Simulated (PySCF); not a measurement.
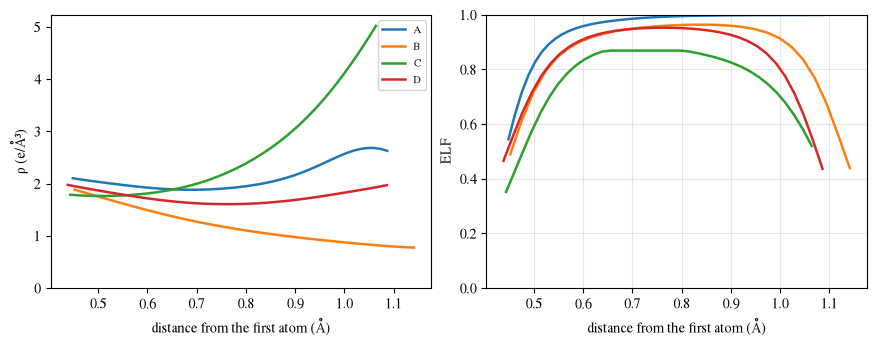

Figure 1: C$_{5}$H$_{14}$OSi$_{2}$. Total electron density and ELF along straight lines between neighbouring atoms. The curves leave out the atomic cores.

Geometry: GFN2-xTB.

Level of theory: PBE0/pcSseg-1, SCF density, gas phase, non-relativistic in PySCF 2.14.0.

Input file:

```
{"job": {"kind": "nmr", "xc": "PBE0", "basis": "pcSseg-1"}, "charge": 0, "multiplicity": 1}
C     -3.168602    -0.927071     0.150709
C     -2.378569     0.257391    -0.394473
Si    -0.721367     0.489753     0.510918
C      0.356616     1.909093    -0.195520
O      1.665451     1.361631    -0.259752
C      1.631880     0.025099    -0.735089
Si     3.438528    -0.572911    -0.622960
C      0.624735    -0.797008     0.087102
H     -4.123288    -1.028531    -0.362847
H     -3.364053    -0.796165     1.211942
H     -2.611790    -1.852269     0.023429
H     -2.216368     0.114501    -1.464967
H     -2.981277     1.160803    -0.290236
H     -0.914820     0.637498     1.960673
H      0.042225     2.227923    -1.199785
H      0.423365     2.794943     0.433204
H      1.277687     0.038782    -1.780768
H      3.865106    -0.459404     0.770035
H      3.479922    -1.976294    -1.051943
H      4.275185     0.243120    -1.499319
H      0.287840    -1.659062    -0.485387
H      1.101184    -1.172437     0.992814
```

Run with:

```sh
OMP_NUM_THREADS=1 python probes_run.py task.json out
```

**Which curve belongs to which contact (C–C, C–H, C–O and C–Si)? The first atom named is at distance zero.**

Curve A: C–H (1.09 Å): the density is about 2 e/Å³ at the midpoint; the ELF climbs to about 1 towards the hydrogen, as it does in any bond to H: an ordinary covalent bond to hydrogen. Curve B: C–Si (1.90 Å): ρ is about 0.92 e/Å³ halfway; the ELF peaks at about 0.95 between the atoms: a shared electron pair. Curve C: C–O (1.42 Å): ρ is about 2 e/Å³ halfway, with its minimum of 1.8 e/Å³ about 0.5 Å from C; the ELF peaks at about 0.85 between the atoms; a polar covalent bond. Curve D: C–C (1.52 Å): ρ at the midpoint is about 1.6 e/Å³; the ELF peaks at about 0.95 between the atoms (localised, covalent bonding).
